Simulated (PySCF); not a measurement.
Si(H)(OSiH3)3, H₁₀O₃Si₄, SMILES [SiH3]O[SiH](O[SiH3])O[SiH3], singlet, GFN2-xTB optimised geometry. Atoms within 1.6 Å of the plane z = 1.5 Å (x, y, z in Å): Si1 (1.14, -0.16, 0.92), O2 (1.03, 1.22, 1.74), Si3 (0.25, 1.99, 2.94), O4 (-0.17, -0.34, 0.00), Si5 (-1.80, -0.34, 0.00), O6 (1.26, -1.39, 1.94), Si7 (0.48, -2.26, 3.07), H8 (2.30, -0.12, 0.08), H9 (0.54, 3.40, 2.65), H10 (-1.19, 1.70, 2.88), H13 (-2.30, -1.05, 1.18), H14 (-2.25, 1.05, 0.00), H17 (-0.38, -3.23, 2.38).

Computed with CAM-B3LYP/def2-SVP (PySCF 2.14.0). Cells within 0.4 Å of a nucleus heavier than hydrogen are left out (blank, or x).

Map of the electrostatic potential (hartree/e), clipped to [-0.08, 0.12] on the plane z = 1.5 Å:

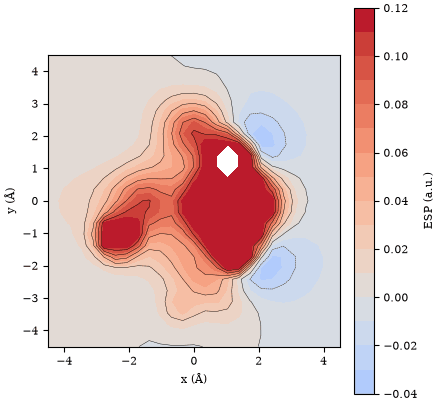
Fig. 1. Electrostatic potential (hartree/e), clipped to [-0.08, 0.12] on the plane z = 1.5 Å.
